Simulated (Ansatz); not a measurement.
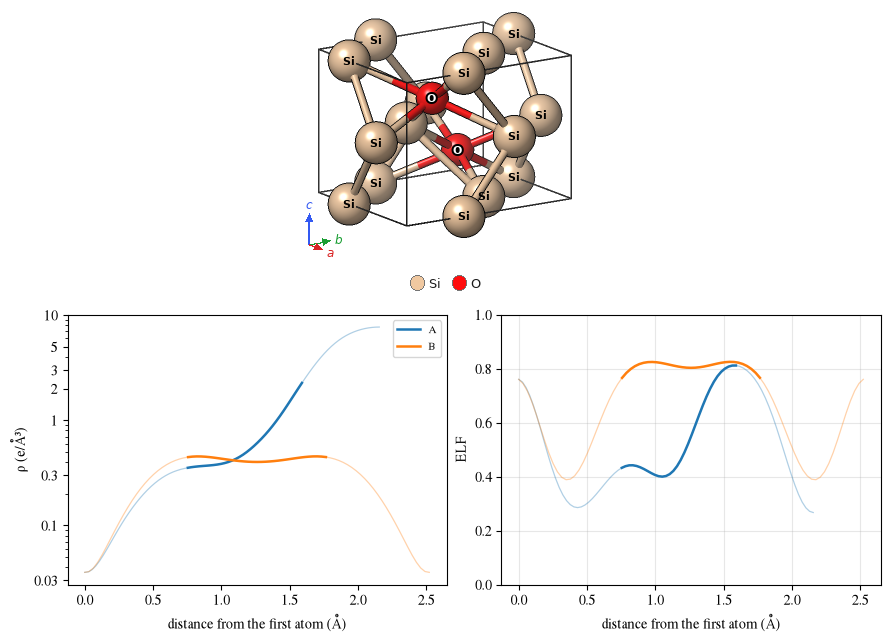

*Si3O. Valence pseudo-density and ELF along straight lines between neighbouring atoms. Thin, pale parts lie inside the atomic spheres. The structure is drawn too.*

Space group P6₃22.

Theory: Ansatz, DFT PBEsol, scalar-relativistic, plane waves, PAW.

The density is the valence pseudo-density of a PAW calculation; it isn't the true density close to the nuclei.

**Which curve belongs to which contact (Si–O and Si–Si)? The first atom named is at distance zero.**

Curve A: Si–O (2.15 Å): ρ is about 0.41 e/Å³ halfway; the ELF peaks at about 0.80 in the valence shell of O, 0.6 Å from its nucleus, and drops to about 0.40 between the two atoms. Curve B: Si–Si (2.52 Å): the density is about 0.4 e/Å³ at the midpoint; the ELF peaks at about 0.85 between the atoms.
